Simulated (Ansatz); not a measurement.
SiC (wurtzite)

```cif
data_C2Si2
_chemical_formula_sum 'Si2 C2'
_space_group_name_H-M_alt 'P63mc'
_space_group_IT_number 186
_space_group_name_Hall 'P 6c -2c'
_cell_length_a 3.07595
_cell_length_b 3.07595
_cell_length_c 5.04779
_cell_angle_alpha 90.000
_cell_angle_beta 90.000
_cell_angle_gamma 120.000
loop_
_atom_site_label
_atom_site_type_symbol
_atom_site_symmetry_multiplicity
_atom_site_Wyckoff_symbol
_atom_site_fract_x
_atom_site_fract_y
_atom_site_fract_z
_atom_site_occupancy
Si1 Si 2 b 0.66667 0.33333 0.00051 1
C1 C 2 b 0.33333 0.66667 0.12469 1
```

This relaxed cell (volume V₀) is scaled evenly in all directions, its shape held. The atoms relax within the cell's symmetry.

Computed with PBEsol (plane waves to 420 eV, PAW, scalar-relativistic; Ansatz, a first-principles code). k mesh 12×12×7 (Γ-centred), Fermi-Dirac smearing 0.05 eV. The energy includes the smearing's −TS. With the shape held, the modulus is that of even scaling; a crystal free to change shape is softer. SiC was relaxed with its symmetry unable to fall. The PAW data are Ansatz's earlier set. ΔE is measured from the relaxed starting cell.

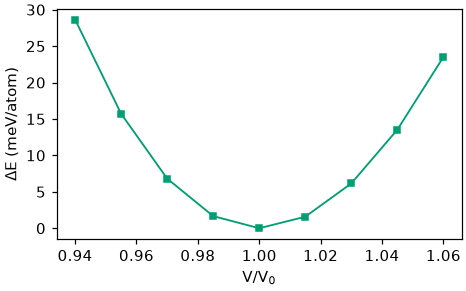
*ΔE (meV/atom) against V/V₀; computed points joined by lines.*

Problem. What is ΔE at V/V₀ = 0.940?

Solution. About 29 meV/atom.

Problem. What is ΔE at V/V₀ = 1.060?

Solution. About 24 meV/atom.

Problem. What bulk modulus at fixed cell shape B₀ follows from a third-order Birch-Murnaghan fit?

Solution. About 220 GPa.

(Under strain, the slope of the energy per volume gives the stress and its curvature an elastic modulus.)
